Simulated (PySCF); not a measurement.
# C6H12O2 (SMILES COCCCC(C)=O): what the fields show

```xyz
20

C    -1.7254    1.1502    0.8172
O    -0.8902    0.0658    1.1503
C    -1.1384   -1.1179    0.4289
C    -0.5754   -1.1082   -0.9960
C     0.9261   -0.8161   -0.9755
C     1.1740    0.6296   -0.5803
C     2.1661    0.8299    0.5314
O     0.6210    1.5423   -1.1431
H    -2.7809    0.8548    0.8407
H    -1.5456    1.9130    1.5725
H    -1.4856    1.5632   -0.1674
H    -0.6502   -1.9082    1.0084
H    -2.2188   -1.3242    0.3972
H    -1.0756   -0.3413   -1.5898
H    -0.7693   -2.0801   -1.4525
H     1.4369   -1.4961   -0.2942
H     1.3304   -0.9528   -1.9816
H     1.7276    0.4426    1.4490
H     3.0803    0.2779    0.3246
H     2.3878    1.8863    0.6570
```

Geometry: GFN2-xTB.

These are results of B97-2/pcSseg-1, SCF density, in a cyclohexane solvent model, non-relativistic (PySCF 2.14.0), not measurements.

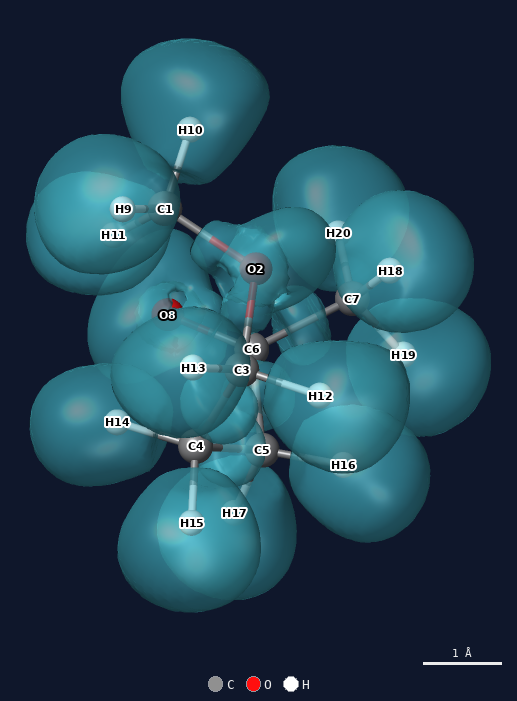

Figure 1. Isosurface of the electron localisation function at 0.75 (cyan), seen at an oblique angle. Only the valence region is drawn (cores and ρ < 0.01 e/Å³ removed).

### Where are the electrons localised?

The surface consists of four regions between bonded C–C atoms (shared pairs), twelve regions around hydrogen nuclei and two regions on O in which the atom's valence shell and bonds are merged.


C–O (1.21 Å): the ELF peaks at about 0.85 between the atoms: a short, multiple covalent bond. C–C (1.50 Å): the ELF peaks at about 0.95 between the atoms, as expected for a covalent bond.

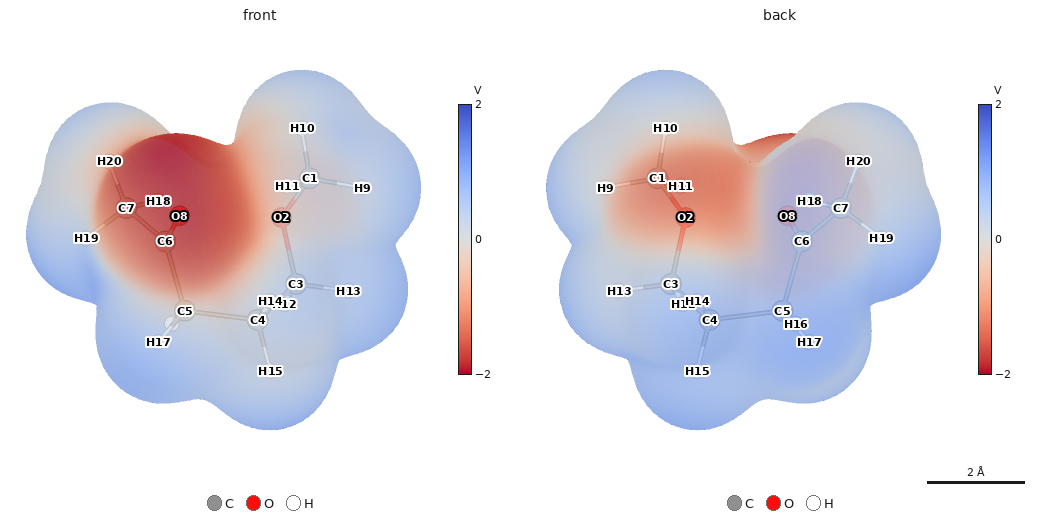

Figure 2. The molecular electrostatic potential painted on the density surface at 0.002 e/bohr³, seen from the front and from behind; the colour scale runs from red (negative) to blue (positive).

### Where is the surface potential most negative and most positive?

The most negative region (about −1.9 V) lies over O8, the most positive (about +0.9 V) over H16 and H19. O8 is the likeliest acceptor of a hydrogen bond.

### What dipole moment does the calculation give?

Its dipole moment is 2.52 D.

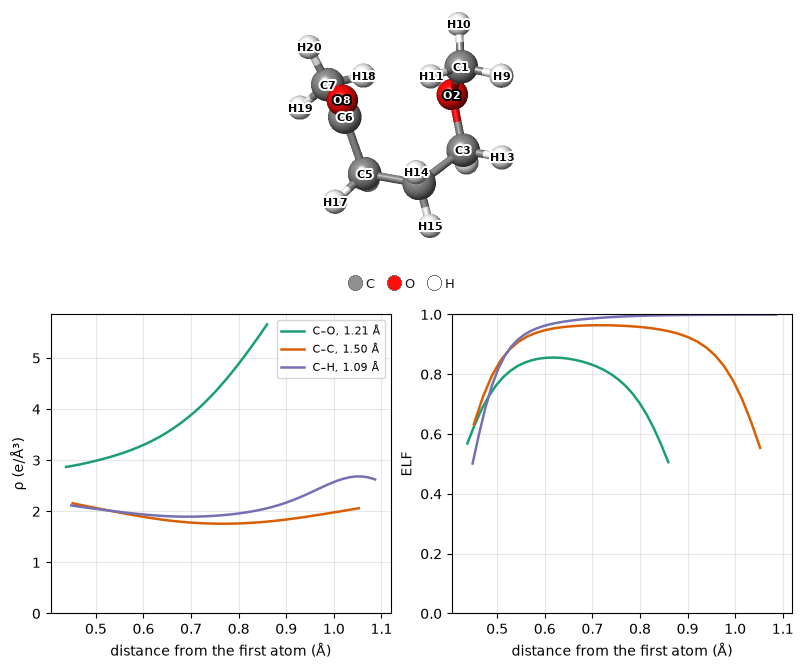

Figure 3. Electron density and ELF along straight lines between neighbouring atoms. The curves leave out the atomic cores. The structure is drawn too.

### What kind of bonding do the profiles show?

C–O (1.21 Å): ρ at the midpoint is about 3.3 e/Å³; the ELF peaks at about 0.85 between the atoms; a short, multiple covalent bond.
C–C (1.50 Å): the density is about 1.8 e/Å³ at the midpoint; the ELF peaks at about 0.95 between the atoms (localised, covalent bonding).
C–H (1.09 Å): ρ is about 2 e/Å³ halfway; the ELF climbs to about 1 towards the hydrogen, as it does in any bond to H; an ordinary covalent bond to hydrogen.
